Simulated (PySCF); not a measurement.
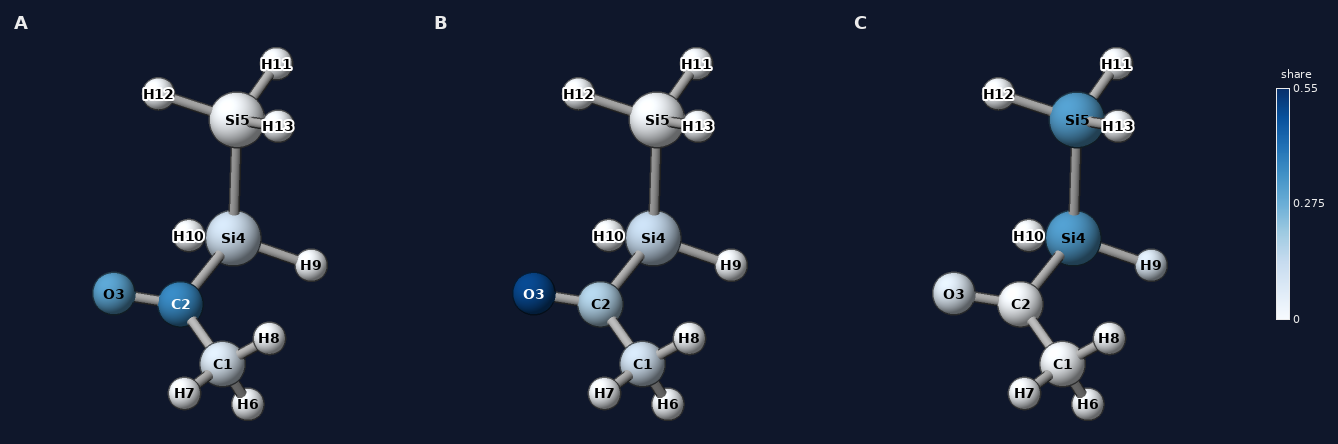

Each panel colours the atoms by their Löwdin share in one orbital (up to four of the largest shares; other atoms are shown as zero). Computed geometry: PBE0-D3(BJ)/def2-SVP optimisation. No frequency run is at hand to confirm it as a minimum. Method: B3LYP/def2-SVPD (PySCF 2.14.0).

The panels show the HOMO−1, HOMO, LUMO, in some order. Which is which?

Answer. A: LUMO, −1.62 eV; C2 0.36, O3 0.30, Si4 0.10, C1 0.07
B: HOMO, −6.78 eV; O3 0.50, C2 0.17, Si4 0.13, C1 0.10
C: HOMO−1, −8.33 eV; Si4 0.32, Si5 0.32, H9 0.07, O3 0.06
